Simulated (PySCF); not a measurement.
**Si²⁺, Si³⁺: ionisation energy in def2-SVP**

Wanted: the ionisation energy of silicon, up a ladder of methods.

Program: PySCF 2.14.0. Level of theory: unrestricted determinants in a Gaussian basis, no spin-orbit coupling in the energies. These are calculated values, not measurements, unless marked.

**1. The system**

| Property | Result |
| --- | --- |
| Element | silicon (Z = 14) |
| Basis | def2-SVP |
| Hamiltonian | no relativity, point nucleus |
| State 1 | Si²⁺: [Ne] 3s2, closed-shell 1S |
| State 2 | Si³⁺: [Ne] 3s1, 2S determinant |
| Methods | UHF, PBE, LDA, MP2, CCSD(T) |
| Core shells frozen in the correlated runs | valence: [Ne] (for Si²⁺) |

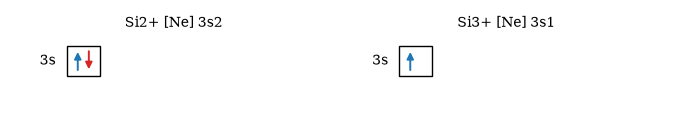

Outer shells as boxes.

One driver process ran all states and methods and kept the integrals in memory. Each run is shown as a PySCF script that sums up its settings (the driver passes frozen orbitals as a list and adds second-order terms of double hybrids); the logs are those of the runs themselves. The driver starts from symmetry-adapted Hartree-Fock orbitals, holds the occupation by maximum overlap and uses a logarithmic radial grid for functionals, so a plain start would take other cycles.

It was started by

```
$ OMP_NUM_THREADS=1 python atomrun2.py TASK.json OUT
```

The integrals over 18 functions and the set-up took 0.04 s of CPU time.

**2. Si²⁺, method by method**

Level: UHF.

input.py

```python
from pyscf import gto, scf, dft, mp, cc
import basis_set_exchange as bse
mol = gto.M(atom="Si 0 0 0", charge=2, spin=0, symmetry="D2h",
            basis=gto.basis.parse(bse.get_basis("def2-SVP", elements=["Si"], fmt="nwchem", header=False)))
mf = scf.UHF(mol)
mf.irrep_nelec = {'Ag': (3, 3), 'B1u': (1, 1), 'B2u': (1, 1), 'B3u': (1, 1)}
mf.kernel()
```

Log:

```text
damping factor = 0
level_shift factor = 0
DIIS = <class 'pyscf.scf.diis.CDIIS'>
diis_start_cycle = 1
diis_space = 10
diis_damp = 0
SCF conv_tol = 1e-09
SCF conv_tol_grad = None
number electrons alpha = 6  beta = 6
cycle= 1 E= -287.891435515861  delta_E= -3.41e-13  |g|= 6.52e-09  |ddm|= 1.83e-07
converged SCF energy = -287.891435515861  <S^2> = 0  2S+1 = 1
```

It took 0.03 s on 1 thread of Neoverse-V2, shared host, the integrals not counted.

Orbital energies by shell (radii are means over both spins):

| shell | electrons | mean orbital energy (eV) | spread (eV) | rms radius (bohr) |
| --- | --- | --- | --- | --- |
| 1s | 2 | -1894.1 | 0 | 0.129 |
| 2s | 2 | -189.09 | 0 | 0.614 |
| 2p | 6 | -137.36 | 0 | 0.599 |
| 3s | 2 | -32.066 | 0 | 2.14 |

⟨S²⟩ = 0.000, ⟨L²⟩ = 0.00.

Level: PBE.

input.py differs from the last one in:

```diff
@@ -4,3 +4,3 @@
             basis=gto.basis.parse(bse.get_basis("def2-SVP", elements=["Si"], fmt="nwchem", header=False)))
-mf = scf.UHF(mol)
+mf = dft.UKS(mol, xc="PBE")
 mf.irrep_nelec = {'Ag': (3, 3), 'B1u': (1, 1), 'B2u': (1, 1), 'B3u': (1, 1)}
```

Log:

```text
damping factor = 0
level_shift factor = 0
DIIS = <class 'pyscf.scf.diis.CDIIS'>
diis_start_cycle = 1
diis_space = 10
diis_damp = 0
SCF conv_tol = 1e-09
SCF conv_tol_grad = None
number electrons alpha = 6  beta = 6
XC functionals = PBE
    J. P. Perdew, K. Burke, and M. Ernzerhof.,  Phys. Rev. Lett. 77, 3865 (1996)
    J. P. Perdew, K. Burke, and M. Ernzerhof.,  Phys. Rev. Lett. 78, 1396 (1997)
    J. P. Perdew, K. Burke, and M. Ernzerhof.,  Phys. Rev. Lett. 77, 3865 (1996)
    J. P. Perdew, K. Burke, and M. Ernzerhof.,  Phys. Rev. Lett. 78, 1396 (1997)
cycle= 1 E= -288.220404360317  delta_E= -0.00194  |g|= 0.0118  |ddm|= 0.116
cycle= 2 E= -288.220434152002  delta_E= -2.98e-05  |g|= 0.00229  |ddm|= 0.0109
cycle= 3 E= -288.220435407079  delta_E= -1.26e-06  |g|= 1.99e-05  |ddm|= 0.00271
cycle= 4 E= -288.220435407232  delta_E= -1.53e-10  |g|= 1.42e-08  |ddm|= 5.73e-05
converged SCF energy = -288.220435407232  <S^2> = 2.6645353e-15  2S+1 = 1
```

It took 0.06 s on 1 thread of Neoverse-V2, shared host, the integrals not counted.

Level: LDA.

input.py differs from the last one in:

```diff
@@ -4,3 +4,3 @@
             basis=gto.basis.parse(bse.get_basis("def2-SVP", elements=["Si"], fmt="nwchem", header=False)))
-mf = dft.UKS(mol, xc="PBE")
+mf = dft.UKS(mol, xc="LDA,VWN")
 mf.irrep_nelec = {'Ag': (3, 3), 'B1u': (1, 1), 'B2u': (1, 1), 'B3u': (1, 1)}
```

Log:

```text
damping factor = 0
level_shift factor = 0
DIIS = <class 'pyscf.scf.diis.CDIIS'>
diis_start_cycle = 1
diis_space = 10
diis_damp = 0
SCF conv_tol = 1e-09
SCF conv_tol_grad = None
number electrons alpha = 6  beta = 6
XC functionals = LDA,VWN
    P. A. M. Dirac.,  Math. Proc. Cambridge Philos. Soc. 26, 376 (1930)
    F. Bloch.,  Z. Phys. 57, 545 (1929)
    S. H. Vosko, L. Wilk, and M. Nusair.,  Can. J. Phys. 58, 1200 (1980)
cycle= 1 E= -287.204420009471  delta_E= -0.00312  |g|= 0.0158  |ddm|= 0.137
cycle= 2 E= -287.204473470001  delta_E= -5.35e-05  |g|= 0.00315  |ddm|= 0.0161
cycle= 3 E= -287.204475844222  delta_E= -2.37e-06  |g|= 1.96e-05  |ddm|= 0.00366
cycle= 4 E= -287.204475844355  delta_E= -1.33e-10  |g|= 1.96e-08  |ddm|= 4.94e-05
converged SCF energy = -287.204475844355  <S^2> = 1.7763568e-15  2S+1 = 1
```

Time after the integrals: 0.04 s (1 thread of Neoverse-V2, shared host).

Level: MP2 (valence).

input.py differs from the last one in:

```diff
@@ -4,4 +4,5 @@
             basis=gto.basis.parse(bse.get_basis("def2-SVP", elements=["Si"], fmt="nwchem", header=False)))
-mf = dft.UKS(mol, xc="LDA,VWN")
+mf = scf.UHF(mol)
 mf.irrep_nelec = {'Ag': (3, 3), 'B1u': (1, 1), 'B2u': (1, 1), 'B3u': (1, 1)}
 mf.kernel()
+mp.UMP2(mf, frozen=5).kernel()
```

The driver printed no log here.

It took 0.01 s on 1 thread of Neoverse-V2, shared host, the integrals not counted.

With 2 electrons correlated, the MP2 correlation energy is -0.02934 hartree (0.00000 same spin, -0.02934 opposite spin); the SCS form gives -0.03520. Largest pairs of shells: 3s-3s -0.0293.

Level: CCSD(T) (valence).

input.py differs from the last one in:

```diff
@@ -7,2 +7,3 @@
 mf.kernel()
-mp.UMP2(mf, frozen=5).kernel()
+mycc = cc.CCSD(mf, frozen=5).run()
+mycc.ccsd_t()
```

Log:

```text
CC2 = 0
CCSD nocc = 1, nmo = 13
frozen orbitals [0, 1, 2, 3, 4]
max_cycle = 100
direct = 0
conv_tol = 1e-08
conv_tol_normt = 1e-06
diis_space = 8
diis_start_cycle = 0
Init t2, MP2 energy = -287.920772082092  E_corr(MP2) -0.0293365662303439
Init E_corr(CCSD) = -0.029336566230344
cycle = 1  E_corr(CCSD) = -0.0380821045100282  dE = -0.00874553828  norm(t1,t2) = 0.0484623
cycle = 2  E_corr(CCSD) = -0.0412010302876188  dE = -0.00311892578  norm(t1,t2) = 0.0210953
cycle = 3  E_corr(CCSD) = -0.0436133274877477  dE = -0.0024122972  norm(t1,t2) = 0.00982606
cycle = 4  E_corr(CCSD) = -0.043604424063688  dE = 8.90342406e-06  norm(t1,t2) = 0.000393818
cycle = 5  E_corr(CCSD) = -0.0436094837315274  dE = -5.05966784e-06  norm(t1,t2) = 3.10172e-05
cycle = 6  E_corr(CCSD) = -0.0436072789069034  dE = 2.20482462e-06  norm(t1,t2) = 6.28124e-06
cycle = 7  E_corr(CCSD) = -0.043607738147911  dE = -4.59241008e-07  norm(t1,t2) = 1.91636e-06
cycle = 8  E_corr(CCSD) = -0.04360775550207  dE = -1.7354159e-08  norm(t1,t2) = 1.77555e-07
cycle = 9  E_corr(CCSD) = -0.0436077626855364  dE = -7.18346641e-09  norm(t1,t2) = 1.10513e-07
CCSD converged
E(CCSD) = -287.935043278547  E_corr = -0.04360776268553643
```

It took 0.03 s on 1 thread of Neoverse-V2, shared host, the integrals not counted.

CCSD correlation -0.04361 hartree, triples 0.00000; total -287.935043. T1 = 0.006, largest double amplitude 0.117. With two correlated electrons the triples vanish and CCSD is exact in this space.

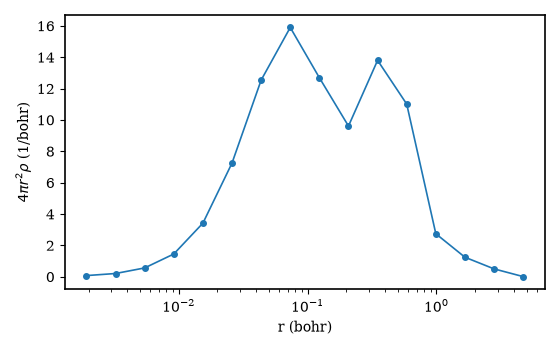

Radial density 4πr²ρ of Si²⁺ at UHF, at 16 stored radii joined by straight lines.

**3. Si³⁺, method by method**

Level: UHF.

input.py

```python
from pyscf import gto, scf, dft, mp, cc
import basis_set_exchange as bse
mol = gto.M(atom="Si 0 0 0", charge=3, spin=1, symmetry="D2h",
            basis=gto.basis.parse(bse.get_basis("def2-SVP", elements=["Si"], fmt="nwchem", header=False)))
mf = scf.UHF(mol)
mf.irrep_nelec = {'Ag': (3, 2), 'B1u': (1, 1), 'B2u': (1, 1), 'B3u': (1, 1)}
mf.kernel()
```

Log:

```text
damping factor = 0
level_shift factor = 0
DIIS = <class 'pyscf.scf.diis.CDIIS'>
diis_start_cycle = 1
diis_space = 10
diis_damp = 0
SCF conv_tol = 1e-09
SCF conv_tol_grad = None
number electrons alpha = 6  beta = 5
cycle= 1 E= -286.718647483189  delta_E= -6.25e-13  |g|= 1.83e-07  |ddm|= 2.53e-06
converged SCF energy = -286.718647483189  <S^2> = 0.75002442  2S+1 = 2.0000244
```

It took 0.03 s on 1 thread of Neoverse-V2, shared host, the integrals not counted.

The occupied shells:

| shell | electrons | mean orbital energy (eV) | spread (eV) | rms radius (bohr) |
| --- | --- | --- | --- | --- |
| 1s α | 1 | -1910.3 | 0 | 0.129 |
| 1s β | 1 | -1909.9 | 0 | 0.129 |
| 2s α | 1 | -204.44 | 0 | 0.614 |
| 2s β | 1 | -203.52 | 0 | 0.614 |
| 2p α | 3 | -152.73 | 0 | 0.596 |
| 2p β | 3 | -152.38 | 0 | 0.596 |
| 3s α | 1 | -44.403 | 0 | 2.04 |

⟨S²⟩ = 0.750, ⟨L²⟩ = 0.00.

Level: PBE.

input.py differs from the last one in:

```diff
@@ -4,3 +4,3 @@
             basis=gto.basis.parse(bse.get_basis("def2-SVP", elements=["Si"], fmt="nwchem", header=False)))
-mf = scf.UHF(mol)
+mf = dft.UKS(mol, xc="PBE")
 mf.irrep_nelec = {'Ag': (3, 2), 'B1u': (1, 1), 'B2u': (1, 1), 'B3u': (1, 1)}
```

Log:

```text
damping factor = 0
level_shift factor = 0
DIIS = <class 'pyscf.scf.diis.CDIIS'>
diis_start_cycle = 1
diis_space = 10
diis_damp = 0
SCF conv_tol = 1e-09
SCF conv_tol_grad = None
number electrons alpha = 6  beta = 5
XC functionals = PBE
    J. P. Perdew, K. Burke, and M. Ernzerhof.,  Phys. Rev. Lett. 77, 3865 (1996)
    J. P. Perdew, K. Burke, and M. Ernzerhof.,  Phys. Rev. Lett. 78, 1396 (1997)
    J. P. Perdew, K. Burke, and M. Ernzerhof.,  Phys. Rev. Lett. 77, 3865 (1996)
    J. P. Perdew, K. Burke, and M. Ernzerhof.,  Phys. Rev. Lett. 78, 1396 (1997)
cycle= 1 E= -286.993393132694  delta_E= -0.00169  |g|= 0.0133  |ddm|= 0.0737
cycle= 2 E= -286.993429524016  delta_E= -3.64e-05  |g|= 0.00239  |ddm|= 0.0118
cycle= 3 E= -286.993430736323  delta_E= -1.21e-06  |g|= 1.56e-06  |ddm|= 0.00169
cycle= 4 E= -286.993430736324  delta_E= -4.55e-13  |g|= 2.01e-08  |ddm|= 6.93e-07
converged SCF energy = -286.993430736324  <S^2> = 0.7500184  2S+1 = 2.0000184
```

It took 0.06 s on 1 thread of Neoverse-V2, shared host, the integrals not counted.

Level: LDA.

input.py differs from the last one in:

```diff
@@ -4,3 +4,3 @@
             basis=gto.basis.parse(bse.get_basis("def2-SVP", elements=["Si"], fmt="nwchem", header=False)))
-mf = dft.UKS(mol, xc="PBE")
+mf = dft.UKS(mol, xc="LDA,VWN")
 mf.irrep_nelec = {'Ag': (3, 2), 'B1u': (1, 1), 'B2u': (1, 1), 'B3u': (1, 1)}
```

Log:

```text
damping factor = 0
level_shift factor = 0
DIIS = <class 'pyscf.scf.diis.CDIIS'>
diis_start_cycle = 1
diis_space = 10
diis_damp = 0
SCF conv_tol = 1e-09
SCF conv_tol_grad = None
number electrons alpha = 6  beta = 5
XC functionals = LDA,VWN
    P. A. M. Dirac.,  Math. Proc. Cambridge Philos. Soc. 26, 376 (1930)
    F. Bloch.,  Z. Phys. 57, 545 (1929)
    S. H. Vosko, L. Wilk, and M. Nusair.,  Can. J. Phys. 58, 1200 (1980)
cycle= 1 E= -285.972764611289  delta_E= -0.00273  |g|= 0.0169  |ddm|= 0.0955
cycle= 2 E= -285.972823692156  delta_E= -5.91e-05  |g|= 0.00311  |ddm|= 0.0156
cycle= 3 E= -285.972825739844  delta_E= -2.05e-06  |g|= 4.17e-06  |ddm|= 0.0021
cycle= 4 E= -285.972825739849  delta_E= -4.21e-12  |g|= 1.19e-08  |ddm|= 5.59e-06
converged SCF energy = -285.972825739849  <S^2> = 0.75002596  2S+1 = 2.000026
```

Time after the integrals: 0.04 s (1 thread of Neoverse-V2, shared host).

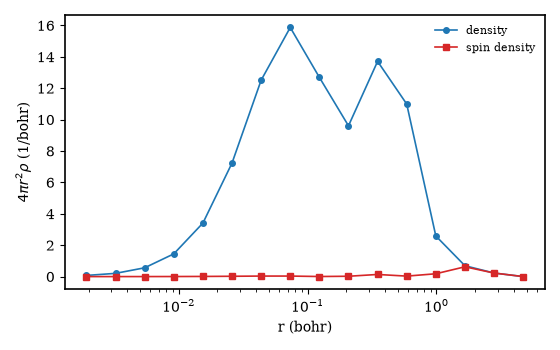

Radial density 4πr²ρ of Si³⁺ at UHF, at 16 stored radii joined by straight lines.

**4. Orbital energies side by side**

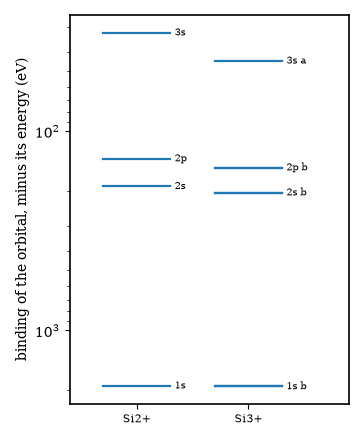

Hartree-Fock orbital energies of the states on a logarithmic scale (a, b: spin up and down; * marks an excited configuration).

**5. Differences of total energies**

Ionisation energy: Si²⁺ [Ne] 3s2 (1S) → Si³⁺ [Ne] 3s1 (2S).

| method | value (eV) | error (eV) | CPU time, both states (s) |
| --- | --- | --- | --- |
| UHF | 31.913 | -1.580 | 0.06 |
| PBE | 33.388 | -0.105 | 0.12 |
| LDA | 33.515 | +0.022 | 0.08 |
| MP2 (valence) | 32.711 | -0.782 |  |
| SCS-MP2 (valence) | 32.871 | -0.622 |  |
| CCSD (valence) | 33.100 | -0.393 |  |
| CCSD(T) (valence) | 33.100 | -0.393 |  |
| CCSDT (valence) | 33.100 | -0.393 |  |
| FCI (valence) | 33.100 | -0.393 |  |

Reference: 33.493 eV (measured; NIST levels, between the centres of gravity of the two terms). Errors of the correlated levels include the incompleteness of this basis.

Times are CPU seconds on a shared host without the integrals; correlated rows include their Hartree-Fock run, whose time holds the symmetry-adapted start and any spin-orbit constants, while functionals begin from orbitals already made.

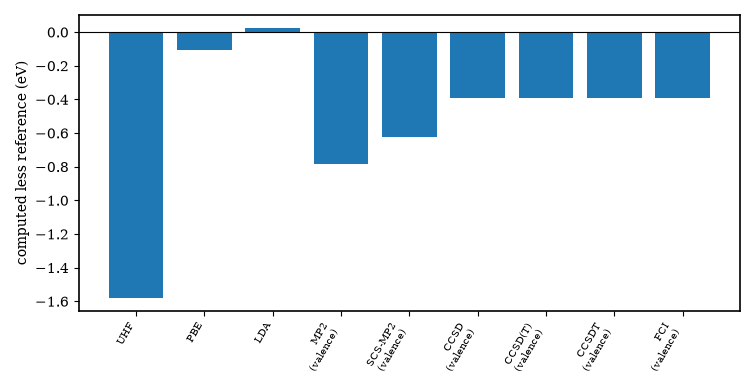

Computed less reference values by method.

**6. Results**

```
               quantity                                                  value
ionisation energy, Si²⁺  UHF 31.913, FCI (valence) 33.100 eV; reference 33.493
```

Each level's miss and price (over 1 difference):

| method | mean absolute miss against the measured value (with the measured fine structure taken into account where it is known) (eV) | CPU time, both states (s) |
| --- | --- | --- |
| UHF | 1.580 | 0.06 |
| PBE | 0.105 | 0.12 |
| LDA | 0.022 | 0.08 |
| MP2 (valence) | 0.782 |  |
| SCS-MP2 (valence) | 0.622 |  |
| CCSD (valence) | 0.393 |  |
| CCSD(T) (valence) | 0.393 |  |
| CCSDT (valence) | 0.393 |  |
| FCI (valence) | 0.393 |  |

What this shows: Against experiment LDA comes closest (off by 0.02 eV) and UHF is farthest (1.58 eV). Hartree-Fock falls short because the species with more electrons holds more correlation energy, which it lacks. PBE is off by -0.10 eV. All values hold for this basis alone; no basis-set limit was taken.
